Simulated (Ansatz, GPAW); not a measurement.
# Dielectric function and optical constants of CdNi3P (model structure)

Aim: the dielectric function of CdNi3P (model structure), and the optical constants that follow from it. The cell was made here by substitution or stacking, whether or not such a phase is known. It was built so: All N replaced by P in the Pm-3m structure of CdNi3N. The cell is first relaxed with Ansatz.

Method: DFT, revPBE, plane-wave PAW (GPAW data sets), scalar-relativistic, RPA, optical limit, in GPAW 26.7.0.

### 1. The starting structure

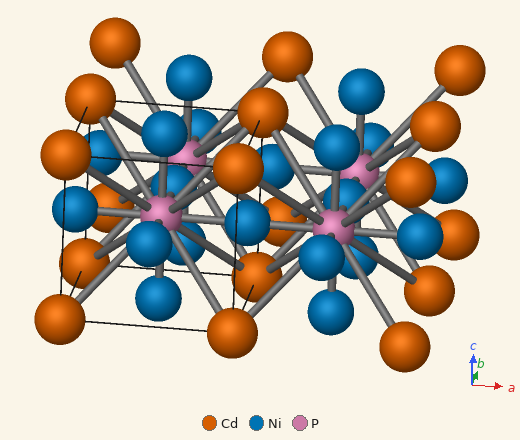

The cell as given, slightly off an axis (cadmium orange, nickel blue, phosphorus pink). 2×2×1 cells are drawn. Some periodic images of atoms are drawn too.

### 2. Relaxation

The structure was built or cut out here, so it is relaxed before any spectrum is computed.

This step: DFT, revPBE, plane-wave PAW, default files, scalar-relativistic, relaxation (Ansatz 0.2.0).

File input.yaml:

```yaml
crystal:
  lattice:
    - [4.06071043, 0.0, 0.0]
    - [0.0, 4.06071043, 0.0]
    - [0.0, 0.0, 4.06071043]
  atoms:
    - { symbol: Cd, position: [0.0, 0.0, 0.0] }
    - { symbol: Ni, position: [0.5, 0.5, 0.0], spin: 1.0 }
    - { symbol: Ni, position: [0.5, 0.0, 0.5], spin: 1.0 }
    - { symbol: Ni, position: [0.0, 0.5, 0.5], spin: 1.0 }
    - { symbol: P, position: [0.5, 0.5, 0.5] }
magnetization:
  spin_polarized: true
kpoints:
  mp_grid: { grid: [6, 6, 6] }
scf:
  occupations: { method: fermi_dirac, width: 0.05 }
hamiltonian:
  xc: revpbe
output:
  forces: true
  stress: true
relax:
  f_tol: 0.02
  max_steps: 50
  cell: {}
```

Run with:

```sh
ansatz run input.yaml --threads 1 --pin off --max-ram 4096MiB --backend cpu --events-out ev --progress --plain --runs-dir out
```

Numbers of over 12 decimals in the logs are rounded to 6 here.

The program printed:

```text
Engine: ansatz 0.2.0, x86_64-unknown-linux-gnu
Pseudopotentials: kind: paw
Pseudopotential: Cd, paw, valence charge 20, recommended cutoff 420 eV (normal), Cd.paw.azcp
Pseudopotential: Ni, paw, valence charge 18, recommended cutoff 420 eV (normal), Ni.paw.azcp
Pseudopotential: P, paw, valence charge 5, recommended cutoff 420 eV (normal), P.paw.azcp
Functional definition: revPBE
  parameter kappa = 1.245
  parameter beta = 0.066725
  exchange = pbe_x(kappa = kappa, mu = beta*pi^2/3)
  correlation = pbe_c(beta = beta)
Crystal: 5 atoms, lattice volume = 66.959 Å³
Basis set: ecut = 420 eV, 1357 PW (Γ), exchange–correlation on 60×60×60 points (8 copies of the dense FFT grid, shifted against one another)
Bands: 50, of which v1, the nominal top of the filled ones, is band 40 counted from 1 (39 counted from 0)
Symmetry: 48 space group operations
Space group: Pm-3m (ITA 221), of the structure as read, at distance tolerance 4.1e-5 Å
Magnetic group: BNS 221.92 (UNI 1594), of the structure as read, at distance tolerance 4.1e-5 Å
k-points: 20 of 216
Non-local potential: Cd, projectors of the file, l = 0: 3, l = 1: 2, l = 2: 2, l = 3: 1
Non-local potential: Ni, projectors of the file, l = 0: 3, l = 1: 2, l = 2: 3, l = 3: 1
Non-local potential: P, projectors of the file, l = 0: 2, l = 1: 2, l = 2: 2
PAW form: soft (Blöchl's): semilocal exchange-correlation on the pseudo side does not see the compensation charge
PAW frozen core: Cd, regenerated for the run's functional, and the local potential with it (the file was generated under x = pbe(κ = 0.804, μ = 0.219515), c = pbe(β = 0.066725))
PAW frozen core: Ni, regenerated for the run's functional, and the local potential with it (the file was generated under x = pbe(κ = 0.804, μ = 0.219515), c = pbe(β = 0.066725))
PAW frozen core: P, regenerated for the run's functional, and the local potential with it (the file was generated under x = pbe(κ = 0.804, μ = 0.219515), c = pbe(β = 0.066725))
PAW one-centre angular grid: Cd, 590 points (default); XC on 64 Gauss nodes
PAW one-centre angular grid: Ni, 590 points (default); XC on 64 Gauss nodes
PAW one-centre angular grid: P, 110 points (default); XC on 64 Gauss nodes
Initial density: superposition of atomic densities (chi_scale 0.1, normalization cell)
Starting moments: Σ|m| = 3 μB on 3 of 5 sites
Initial wavefunctions: pseudopotential atomic-orbital guess
Functional: x = revpbe(κ = 1.245, μ = 0.219515), c = pbe(β = 0.066725)
SCF iter   1: F=—  HF=-26542.106638 eV  |F-HF|=—  |Δ(HF+E_count)|=         —  Δρ=4.46e-2 (↑4.23e-2 ↓4.46e-2)  dr2=4.25e0  dr2_m=5.07e-1  M=1.668 μB ∫|m|=2.127 μB  β_m=0.30  ethr=3.10e-3  ⟨swp⟩=6.6  Hψ=7863  notcnv=0  defer=3
Mixer restart at iter 1: flushing history
preconditioner: auto → Kerker (q_TF=auto, 2.805 Å⁻¹)  [metal: Δε(μ)=0.011 eV  Ē_g=9.474 eV  σ=0.050 eV  W_gap=0.06  n_scr=26 (ndim 8)  ℏωp=31.1 eV  f_vac=0.000  D(μ)=5.54/eV (n_scr^D=80)]
spin=Collinear: Kerker preconditioning applied to the charge; magnetization (m = ρ↑ − ρ↓) channel mixes plain (no charge-response kernel on spin).
SCF iter   2: F=—  HF=-26543.766949 eV  |F-HF|=—  |Δ(HF+E_count)|=    1.66e0  Δρ=5.00e-2 (↑2.41e-2 ↓5.00e-2)  dr2=3.50e0  dr2_m=4.28e-1  M=1.578 μB ∫|m|=1.898 μB  β_m=0.65  ethr=3.10e-3  ⟨swp⟩=2.0  Hψ=2565  notcnv=0  defer=138
SCF iter   3: F=—  HF=-26547.163380 eV  |F-HF|=—  |Δ(HF+E_count)|=    3.40e0  Δρ=4.74e-2 (↑2.30e-2 ↓4.74e-2)  dr2=1.82e0  dr2_m=6.43e-1  M=0.951 μB ∫|m|=1.287 μB  β_m=0.38  ethr=3.10e-3  ⟨swp⟩=3.0  Hψ=2943  notcnv=0  defer=143
SCF iter   4: F=—  HF=-26548.006493 eV  |F-HF|=—  |Δ(HF+E_count)|=   8.43e-1  Δρ=3.91e-2 (↑1.77e-2 ↓3.91e-2)  dr2=1.15e0  dr2_m=4.29e-1  M=0.553 μB ∫|m|=0.854 μB  β_m=0.32  ethr=2.30e-3  ⟨swp⟩=2.1  Hψ=2567  notcnv=0  defer=140
SCF iter   5: F=—  HF=-26548.385584 eV  |F-HF|=—  |Δ(HF+E_count)|=   3.79e-1  Δρ=2.56e-2 (↑2.56e-2 ↓8.26e-3)  dr2=4.37e-1  dr2_m=1.00e-1  M=0.268 μB ∫|m|=0.442 μB  β_m=0.70  ethr=1.45e-3  ⟨swp⟩=2.8  Hψ=2992  notcnv=0  defer=137
SCF iter   6: F=—  HF=-26548.318654 eV  |F-HF|=—  |Δ(HF+E_count)|=   6.69e-2  Δρ=7.32e-3 (↑7.32e-3 ↓3.02e-3)  dr2=3.26e-2  dr2_m=7.93e-3  M=0.034 μB ∫|m|=0.077 μB  β_m=0.85  ethr=5.53e-4  ⟨swp⟩=3.0  Hψ=2918  notcnv=0  defer=135
SCF iter   7: F=—  HF=-26548.321713 eV  |F-HF|=—  |Δ(HF+E_count)|=         —  Δρ=3.01e-3 (↑2.15e-3 ↓3.01e-3)  dr2=6.65e-4  dr2_m=3.87e-3  M=0.006 μB ∫|m|=0.009 μB  β_m=0.85  ethr=4.13e-5  ⟨swp⟩=2.0  Hψ=3061  notcnv=0  defer=138
Mixer restart at iter 7: flushing history
SCF iter   8: F=—  HF=-26548.321866 eV  |F-HF|=—  |Δ(HF+E_count)|=   1.53e-4  Δρ=8.15e-4 (↑4.62e-4 ↓8.15e-4)  dr2=2.30e-4  dr2_m=2.23e-4  M=0.002 μB ∫|m|=0.003 μB  β_m=0.92  ethr=8.42e-7  ⟨swp⟩=2.4  Hψ=3308  notcnv=0  defer=138
SCF iter   9: F=—  HF=-26548.321791 eV  |F-HF|=—  |Δ(HF+E_count)|=   7.44e-5  Δρ=8.96e-5 (↑8.96e-5 ↓8.14e-5)  dr2=2.85e-5  dr2_m=1.58e-7  M=0.000 μB ∫|m|=0.000 μB  β_m=0.94  ethr=2.91e-7  ⟨swp⟩=2.5  Hψ=3028  notcnv=0  defer=138
SCF iter  10: F=—  HF=-26548.321803 eV  |F-HF|=—  |Δ(HF+E_count)|=   1.18e-5  Δρ=1.75e-4 (↑1.75e-4 ↓1.68e-4)  dr2=4.63e-5  dr2_m=1.02e-8  M=0.000 μB ∫|m|=0.000 μB  β_m=0.94  ethr=3.61e-8  ⟨swp⟩=2.0  Hψ=3308  notcnv=0  defer=138
SCF iter  11: F=—  HF=-26548.321806 eV  |F-HF|=—  |Δ(HF+E_count)|=   2.75e-6  Δρ=1.20e-4 (↑1.10e-4 ↓1.20e-4)  dr2=2.27e-5  dr2_m=1.67e-8  M=0.000 μB ∫|m|=0.000 μB  β_m=0.76  ethr=3.61e-8  ⟨swp⟩=2.0  Hψ=3430  notcnv=0  defer=138
SCF iter  12: F=—  HF=-26548.321798 eV  |F-HF|=—  |Δ(HF+E_count)|=   8.00e-6  Δρ=3.42e-5 (↑3.16e-5 ↓3.42e-5)  dr2=1.92e-6  dr2_m=1.82e-9  M=0.000 μB ∫|m|=0.000 μB  β_m=0.78  ethr=2.87e-8  ⟨swp⟩=2.0  Hψ=2461  notcnv=0  defer=138
SCF iter  13: F=—  HF=-26548.321798 eV  |F-HF|=—  |Δ(HF+E_count)|=   4.06e-7  Δρ=1.63e-5 (↑1.63e-5 ↓1.62e-5)  dr2=4.65e-7  dr2_m=4.43e-12  M=-0.000 μB ∫|m|=0.000 μB  β_m=0.89  ethr=2.43e-9  ⟨swp⟩=2.0  Hψ=2363  notcnv=0  defer=138
SCF iter  14: F=—  HF=-26548.321797 eV  |F-HF|=—  |Δ(HF+E_count)|=   7.86e-8  Δρ=3.56e-6 (↑3.56e-6 ↓2.84e-6)  dr2=1.91e-8  dr2_m=9.60e-11  M=-0.000 μB ∫|m|=0.000 μB  β_m=0.90  ethr=1.27e-10  ⟨swp⟩=3.1  Hψ=7750  notcnv=0
SCF iter  15: F=-26548.321797 eV  HF=-26548.321797 eV  |F-HF|=1.82e-10  |Δ(HF+E_count)|=   2.39e-9  Δρ=4.22e-7 (↑4.22e-7 ↓2.30e-7)  dr2=2.24e-10  dr2_m=8.79e-12  M=-0.000 μB ∫|m|=0.000 μB  ethr=2.42e-11  ⟨swp⟩=3.0  Hψ=5284  notcnv=0
[...]
SCF 3 converged in 9 iterations: F = -26548.749189 eV  dr2 = 2.19e-7
relax step   3: F+E_penalty+E_count = -26548.74918851 eV  Δ(F+E_penalty+E_count) = -8.093e-3 eV  max|allowed force component| = 2.282e-28 eV/Å  Δτ_max = 0.0000 Å  P = +0.389 GPa  Ω = 75.199 Å³  energy of the carried Pulay correction = -3.784e-3 eV  (9 SCF iters, dr2 threshold 5.00e-7 eV, accepted)
[...]
relax step   4: F+E_penalty+E_count = -26548.74938320 eV  Δ(F+E_penalty+E_count) = -1.947e-4 eV  max|allowed force component| = 1.806e-28 eV/Å  Δτ_max = 0.0000 Å  P = +0.011 GPa  Ω = 75.440 Å³  energy of the carried Pulay correction = -3.888e-3 eV  (8 SCF iters, dr2 threshold 3.77e-7 eV, accepted)
[...]
relax step   5: F+E_penalty+E_count = -26548.75333544 eV  Δ(F+E_penalty+E_count) = -3.952e-3 eV  max|allowed force component| = 9.035e-29 eV/Å  Δτ_max = 0.0000 Å  P = +0.057 GPa  Ω = 75.440 Å³  stress off target by 5.74e-2 GPa  SCF on the basis re-selected at this cell (its energy is not comparable with the rows above)  (11 SCF iters)
[...]
relax step   6: F+E_penalty+E_count = -26548.75332749 eV  Δ(F+E_penalty+E_count) = +7.954e-6 eV  max|allowed force component| = 4.533e-29 eV/Å  Δτ_max = 0.0000 Å  P = +0.002 GPa  Ω = 75.477 Å³  energy of the carried Pulay correction = -1.474e-5 eV  (8 SCF iters, dr2 threshold 8.24e-9 eV, accepted)
iter 1 solved again at ethr=1.22e-7 eV; its pass at ethr=3.10e-3 eV (dr2=9.62e-5 eV) is discarded
SCF iter   1: F=—  HF=-26548.753338 eV  |F-HF|=—  |Δ(HF+E_count)|=         —  Δρ=2.81e-6 (↑2.81e-6 ↓2.79e-6)  dr2=1.46e-8  dr2_m=1.11e-13  M=0.000 μB ∫|m|=0.000 μB  β_m=0.65  ethr=1.22e-7  ⟨swp⟩=4.0  Hψ=14379  notcnv=0
eigensolver tolerance schedule: the retry pair's looser diagonalisation over-reported the residual by 6571.22 of it (diagonalisation noise at 0.35 of the residual, at the tolerance the schedule requests for it); recorded, not acted on — ethr = c·dr2/N_el stays at c = 1.0e-1
preconditioner: auto → Resta (q_TF=auto, 2.749 Å⁻¹)  ε∞=10.4  [insulator: Δε(μ)=0.149 eV  Ē_g=9.534 eV  σ=0.050 eV  W_gap=0.63  n_scr=26 (ndim 8)  ℏωp=29.3 eV  f_vac=0.000  D(μ)=1.71/eV (n_scr^D=6)  ε∞_Penn≈10.4]
spin=Collinear: Resta preconditioning applied to the charge; magnetization (m = ρ↑ − ρ↓) channel mixes plain (no charge-response kernel on spin).
SCF iter   2: F=—  HF=-26548.753346 eV  |F-HF|=—  |Δ(HF+E_count)|=   7.43e-6  Δρ=2.37e-6 (↑2.37e-6 ↓2.36e-6)  dr2=7.69e-9  dr2_m=7.73e-15  M=0.000 μB ∫|m|=0.000 μB  β_m=0.37  ethr=1.85e-11  ⟨swp⟩=3.4  Hψ=4784  notcnv=0
SCF iter   3: F=—  HF=-26548.753346 eV  |F-HF|=—  |Δ(HF+E_count)|=   3.48e-9  Δρ=3.61e-7 (↑3.61e-7 ↓3.60e-7)  dr2=2.01e-10  dr2_m=6.33e-15  M=0.000 μB ∫|m|=0.000 μB  β_m=0.49  ethr=9.74e-12  ⟨swp⟩=2.0  Hψ=2806  notcnv=0
SCF iter   4: F=—  HF=-26548.753346 eV  |F-HF|=—  |Δ(HF+E_count)|=  1.27e-10  Δρ=3.03e-7 (↑3.02e-7 ↓3.03e-7)  dr2=1.76e-10  dr2_m=9.91e-16  M=0.000 μB ∫|m|=0.000 μB  β_m=0.54  ethr=1.00e-12  ⟨swp⟩=2.0  Hψ=3430  notcnv=0
SCF iter   5: F=—  HF=-26548.753346 eV  |F-HF|=—  |Δ(HF+E_count)|=  6.91e-11  Δρ=2.10e-7 (↑2.10e-7 ↓2.10e-7)  dr2=7.98e-11  dr2_m=1.55e-16  M=0.000 μB ∫|m|=0.000 μB  β_m=0.77  ethr=1.00e-12  ⟨swp⟩=2.0  Hψ=2257  notcnv=0
SCF iter   6: F=—  HF=-26548.753346 eV  |F-HF|=—  |Δ(HF+E_count)|=  1.38e-10  Δρ=2.30e-7 (↑2.30e-7 ↓2.30e-7)  dr2=1.11e-10  dr2_m=4.65e-17  M=0.000 μB ∫|m|=0.000 μB  β_m=0.89  ethr=1.00e-12  ⟨swp⟩=1.0  Hψ=2000  notcnv=0
SCF iter   7: F=—  HF=-26548.753346 eV  |F-HF|=—  |Δ(HF+E_count)|=  5.82e-11  Δρ=1.86e-7 (↑1.86e-7 ↓1.86e-7)  dr2=7.74e-11  dr2_m=2.10e-17  M=0.000 μB ∫|m|=0.000 μB  β_m=0.94  ethr=1.00e-12  ⟨swp⟩=1.0  Hψ=2001  notcnv=0
SCF iter   8: F=—  HF=-26548.753346 eV  |F-HF|=—  |Δ(HF+E_count)|=  3.27e-11  Δρ=4.54e-8 (↑4.54e-8 ↓4.52e-8)  dr2=3.73e-12  dr2_m=1.20e-17  M=-0.000 μB ∫|m|=0.000 μB  β_m=0.95  ethr=1.00e-12  ⟨swp⟩=2.0  Hψ=2293  notcnv=0
SCF iter   9: F=-26548.753346 eV  HF=-26548.753346 eV  |F-HF|=1.09e-11  |Δ(HF+E_count)|=    0.00e0  Δρ=4.86e-8 (↑4.86e-8 ↓4.85e-8)  dr2=4.83e-12  dr2_m=2.83e-18  M=-0.000 μB ∫|m|=0.000 μB  ethr=1.00e-12  ⟨swp⟩=2.9  Hψ=6080  notcnv=0
the starting moments were not kept: the SCF closed with an absolute magnetisation of 1.8e-9 μB, where they sum to 3 μB in size (3 sites). That is at most 0.1 of that sum. Measured as dr2_m measures the in/out step, that magnetisation stands 1.7e-18 eV from none, at or under the dr2_threshold of 5.0e-11 eV: it is no larger than a step whose dr2_m would equal this threshold.
SCF 7 converged in 9 iterations: F = -26548.753346 eV  dr2 = 4.83e-12
relax step   7: F+E_penalty+E_count = -26548.75334588 eV  Δ(F+E_penalty+E_count) = -1.839e-5 eV  max|allowed force component| = 2.528e-29 eV/Å  Δτ_max = 0.0000 Å  P = +0.001 GPa  Ω = 75.477 Å³  stress off target by 1.23e-3 GPa  SCF on the basis re-selected at this cell (its energy is not comparable with the rows above)  (9 SCF iters)
basis re-selected at this cell: Δ(F+E_penalty+E_count) = -1.839e-5 eV, ΔP = -0.001 GPa vs the last step (what re-selecting the basis moved, of the pressure what is left beyond the Pulay correction that the steps carried, after the strain that the cell walked since its last selection, with what the two solves' SCF thresholds leave and, on support functions, any second-order correction that the steps lacked; it is no m [...]
SCF converged after 9 iterations
Magnetization: -0.0000 μB (39.5000 up, 39.5000 down)
Absolute magnetization: 0.0000 μB (∫|ρ↑−ρ↓|, with the PAW one-centre terms)
Spin contamination: 0.0000 ħ² per cell (⟨S²⟩ above its minimum at these occupations)
Per-site moments (μB) at R_I (Å): [(7.699652227097994e-11, 1.232673), (-3.7455423592186954e-10, 0.871631), (-3.7455491702089213e-10, 0.871631), (-3.7455451109513755e-10, 0.871631), (1.831488152439748e-10, 0.871631)]
Free energy (F): -26548.753346 eV
Harris-Foulkes:  -26548.753346 eV  (|F-HF|=1.09e-11)
Internal energy: -26548.737944 eV  (E = F + TS)
E sigma→0 (E₀):  -26548.745645 eV
Entropy (-TS):   -0.015402 eV (-3.080 meV/atom)
Fermi energy:    13.655555 eV
--- Per-component energies (eV) ---
  E_band       = -1455.949336
  E_kinetic    = 1431.043625
  E_local      = -15312.576554  (includes V_loc(G=0)·N_el)
  E_nonlocal   = 1992.598096
  E_hartree    = 6599.701825
  E_xc         = -491.716138
  E_vxc        = -608.352061  (∫ρ·V_xc dr)
  E_paw        = -9580.397562  (= ΣΔE_a)
  E_vpaw       = -2158.067629  (= ΣTr[D̂ρ^β])
  E_aug_tail   = 0.001841  (compensation charges beyond the density's cutoff)
  E_ewald      = -11187.194720
  E_core_change = -0.198357  (= ΣΔE_core)
  E_smearing   = -0.015402  (= −TS)
  E_closure    = 0.000000  (closes the sum)
  Σ components = -26548.753346   (vs F -26548.753346, Δ=0.00e0)
--- Forces (eV/Å), atoms counted from 1 ---
  atom   1  Cd     0.00000000     0.00000000     0.00000000
  atom   2  Ni    -0.00000000     0.00000000     0.00000000
  atom   3  Ni    -0.00000000     0.00000000     0.00000000
  atom   4  Ni    -0.00000000     0.00000000     0.00000000
  atom   5  P      0.00000000     0.00000000     0.00000000
  max |Σ_I F_I| component: 7.57e-29 eV/Å
--- Stress (GPa, compression-positive) ---
        0.001226       0.000000       0.000000
        0.000000       0.001226       0.000000
        0.000000       0.000000       0.001226
  P = ⅓ Tr σ = 0.0012 GPa (0.012 kbar)
--- Relaxed structure (5 steps of the walk, 5 accepted, 2 SCFs on fresh bases) ---
  F+E_penalty+E_count = -26548.75334588 eV   max|allowed force component| = 2.528e-29 eV/Å   (the final SCF, on the basis selected at the relaxed cell)
  cell:  # Å, volume = 75.4773 Å³
    - [4.226090, 0, 0]
    - [0, 4.226090, 0]
    - [0, 0, 4.226090]
  atoms:
    - { symbol: Cd, position: [0, 0, 0] }
    - { symbol: Ni, position: [0.5, 0.500000, 0] }
    - { symbol: Ni, position: [0.5, 0, 0.500000] }
    - { symbol: Ni, position: [0, 0.500000, 0.500000] }
    - { symbol: P, position: [0.5, 0.500000, 0.500000] }
```

Wall time 48 s (1 thread of AMD EPYC 7R43, shared host); peak memory 0.51 GiB.

The steps of the relaxation:

```tsv
step	energy less that of the first step (eV)	largest force component (eV/Å)	pressure (GPa)	volume (Å³)
1	0.0000	0.0000	18.18	66.96
2	-0.4193	0.0000	2.17	74.11
3	-0.4274	0.0000	0.39	75.20
4	-0.4276	0.0000	0.01	75.44
5*	-0.4315	0.0000	0.06	75.44
6	-0.4315	0.0000	0.00	75.48
7*	-0.4315	0.0000	0.00	75.48
```

Relaxation steps marked * repeat the geometry before them on a plane-wave basis chosen anew for their cell, so energy and pressure can jump there.

The run keeps the 48 symmetry operations that it works with, so distortions that break them were not tested.

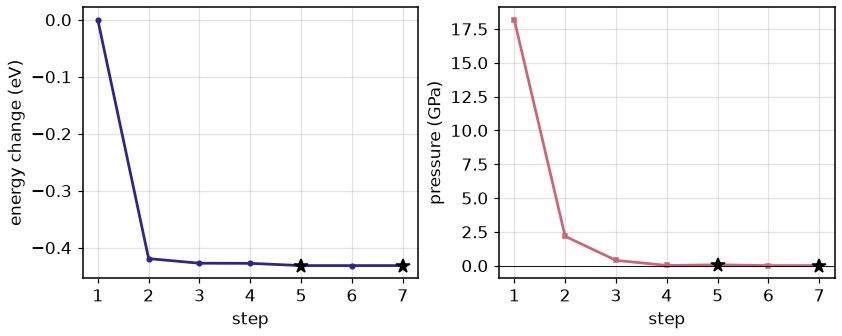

Energy and pressure along the relaxation. Stars mark steps on a basis chosen anew.

```tsv
conventional cell, symmetrised	before	after	change
a (Å)	4.061	4.226	+4.1 %
b (Å)	4.061	4.226	+4.1 %
c (Å)	4.061	4.226	+4.1 %
volume (Å³/atom)	13.39	15.10	+12.7 %
```

The relaxed structure:

```
Cd Ni P
1.0
     4.22609    0.00000    0.00000
     0.00000    4.22609    0.00000
     0.00000    0.00000    4.22609
Cd Ni P
1 3 1
Direct
  0.00000 0.00000 0.00000
  0.50000 0.50000 0.00000
  0.50000 0.00000 0.50000
  0.00000 0.50000 0.50000
  0.50000 0.50000 0.50000
```

The relaxation ends with a pressure of 0.00 GPa. No moment survives the cycle: this start ends non-magnetic.

(Continued in part 2 of 3.)

[Machine, clock and banner lines and Python warnings are left out of the logs.]

[Logs are printed without paths, hosts, clocks, repeated set-up lines and the standing remarks that a program may print on its own settings, such as how far it seeks lower states.]

[Hosts, paths, dates, database ids (printed as entryN), source tags and the programs' standing remarks are cut or masked in the printed files.]
